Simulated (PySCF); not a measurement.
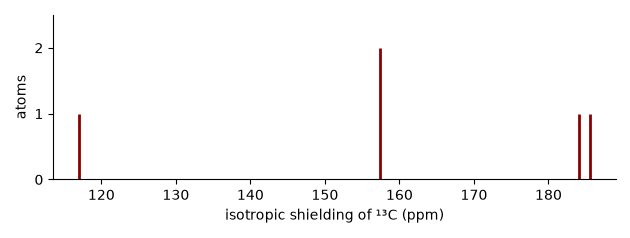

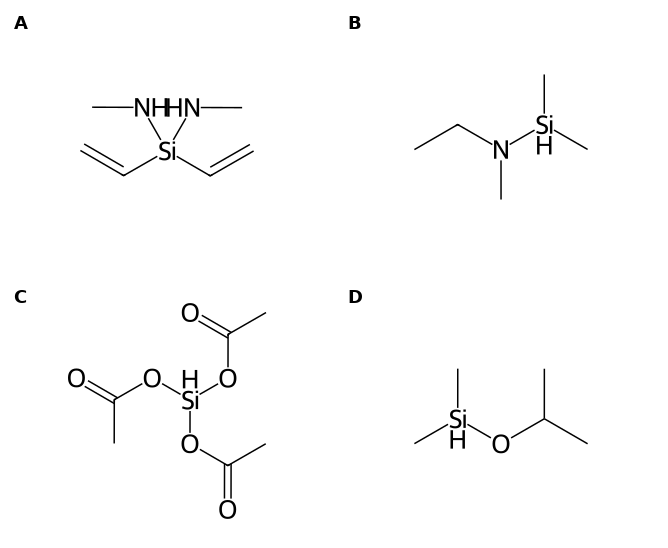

The sticks are computed shieldings of one of the molecules, for one fixed geometry (PBE0-D3(BJ)/def2-SVP) without averaging over rotations. Low shielding means a high chemical shift. Method: GIAO PBE0/pcSseg-1 NMR shielding, non-relativistic, gas phase (PySCF 2.14.0).

Match the spectrum to a structure.

D, `CC(C)O[SiH](C)C`. Its 5 C atoms give lines at 117.0, 157.3 (2 atoms), 184.1, 185.6 ppm.
